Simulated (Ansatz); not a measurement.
# CH6NSi+: single points off equilibrium

A test off equilibrium: a structure displaced at random from a GFN2-xTB minimum is computed at several levels, and each is set against CCSD(T).

Method: single points in def2-TZVPP; program: Ansatz 0.2.0, Gaussian basis.

Cores are frozen in the correlated methods.

### 1 The starting structure

SMILES `C1[NH2+][SiH2]1`, 9 atoms, charge 1, spin multiplicity 1.

Atoms are counted from 1 here; the program's logs count them from 0.

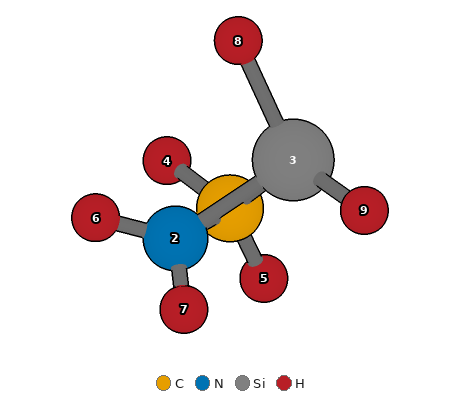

Start geometry, drawn with carbon amber, nitrogen blue, silicon grey, hydrogen red; atoms are numbered from 1 in the order of the file.

Coordinates:

```xyz
9
charge 1, multiplicity 1
C    -0.62300    0.21030   -0.55910
N     0.69400    0.32860   -0.18270
Si   -0.33940   -0.51660    0.94780
H    -0.76740   -0.30040   -1.74790
H    -1.21400    1.19730   -0.70590
H     1.46070   -0.04130   -0.75230
H     1.04170    1.13040    0.21250
H     0.16650   -2.08380    0.71470
H    -0.28610    0.04310    2.18040
```

### 2 CCSD(T)/def2-TZVPP

File run/in.yaml:

```yaml
crystal:
  periodic: [false, false, false]
  atoms:
    - {symbol: C, position_ang: [-0.623000, 0.210300, -0.559100]}
    - {symbol: N, position_ang: [0.694000, 0.328600, -0.182700]}
    - {symbol: Si, position_ang: [-0.339400, -0.516600, 0.947800]}
    - {symbol: H, position_ang: [-0.767400, -0.300400, -1.747900]}
    - {symbol: H, position_ang: [-1.214000, 1.197300, -0.705900]}
    - {symbol: H, position_ang: [1.460700, -0.041300, -0.752300]}
    - {symbol: H, position_ang: [1.041700, 1.130400, 0.212500]}
    - {symbol: H, position_ang: [0.166500, -2.083800, 0.714700]}
    - {symbol: H, position_ang: [-0.286100, 0.043100, 2.180400]}
basis:
  gaussian: {orbitals: def2-TZVPP}
total_charge: 1
correlation: {method: ccsd_t}
output: {forces: true}
```

No record of the launch command was kept for these runs.

### 3 PBE0-D4/def2-TZVPP

Edit run/in.yaml of step 2 so:

```diff
@@ -15,3 +15,3 @@
 total_charge: 1
-correlation: {method: ccsd_t}
-output: {forces: true}
+hamiltonian: {xc: pbe0, dispersion: d4}
+output: {forces: true, orbitals: {seedname: orbitals}}
```

### 4 wB97M-V/def2-TZVPP

Edit run/in.yaml of step 3 so:

```diff
@@ -15,3 +15,3 @@
 total_charge: 1
-hamiltonian: {xc: pbe0, dispersion: d4}
-output: {forces: true, orbitals: {seedname: orbitals}}
+hamiltonian: {xc: {name: wB97M-V}}
+output: {forces: true}
```

### 5 r2SCAN-D4/def2-TZVPP

Edit run/in.yaml of step 4 so:

```diff
@@ -15,3 +15,3 @@
 total_charge: 1
-hamiltonian: {xc: {name: wB97M-V}}
+hamiltonian: {xc: r2scan, dispersion: d4}
 output: {forces: true}
```

### 6 PBE-D4/def2-TZVPP

Edit run/in.yaml of step 5 so:

```diff
@@ -15,3 +15,3 @@
 total_charge: 1
-hamiltonian: {xc: r2scan, dispersion: d4}
+hamiltonian: {xc: pbe, dispersion: d4}
 output: {forces: true}
```

### 7 BLYP-D4/def2-TZVPP

Edit run/in.yaml of step 6 so:

```diff
@@ -15,3 +15,3 @@
 total_charge: 1
-hamiltonian: {xc: pbe, dispersion: d4}
+hamiltonian: {xc: {name: BLYP}, dispersion: d4}
 output: {forces: true}
```

### 8 B97M-V/def2-TZVPP

Edit run/in.yaml of step 7 so:

```diff
@@ -15,3 +15,3 @@
 total_charge: 1
-hamiltonian: {xc: {name: BLYP}, dispersion: d4}
+hamiltonian: {xc: {name: B97M-V}}
 output: {forces: true}
```

(Steps that only read results are left out.)

**Question.** What will these runs give? Wanted: energy less free atoms, CCSD(T)/def2-TZVPP; RMS force component; RMS force error; HOMO and LUMO, PBE0-D4; T1 diagnostic.

As calculated:

```
                                  quantity                                                                                          value
energy less free atoms, CCSD(T)/def2-TZVPP                                                                                -491.4 kcal/mol
                       RMS force component                                                           2.960 to 3.138 eV/Å over the methods
                           RMS force error  PBE0-D4 0.211, wB97M-V 0.112, r2SCAN-D4 0.178, PBE-D4 0.278, BLYP-D4 0.216, B97M-V 0.214 eV/Å
                    HOMO and LUMO, PBE0-D4                                                                            -14.44 and -6.16 eV
                             T1 diagnostic                                                                                          0.011
```

In words: Against CCSD(T) the functionals' energies less atoms differ by -31.5 to -19.9 kcal/mol, PBE-D4 by -31.5 kcal/mol. The reference is not at the basis limit: in triple zeta CCSD(T) underbinds, which counts against methods that bind more; the gaps are no ranking. The forces of wB97M-V come nearest to CCSD(T), those of PBE-D4 are farthest. Frozen-core CCSD(T) forces in triple zeta carry basis errors of their own, and this is one geometry, so small gaps rank nothing.
